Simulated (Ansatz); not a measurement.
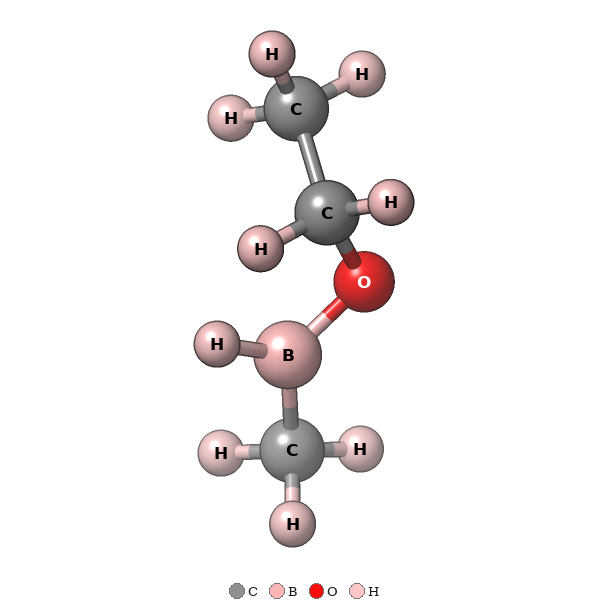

Simulated data, not a measurement (program: Ansatz).

Orthographic view. Depth is shown by fading: the farther an atom, the more it takes the colour of the background. Geometry: moved along internal coordinates away from the minimum.

> Write the InChI string.

InChI=1S/C3H9BO/c1-3-5-4-2/h4H,3H2,1-2H3
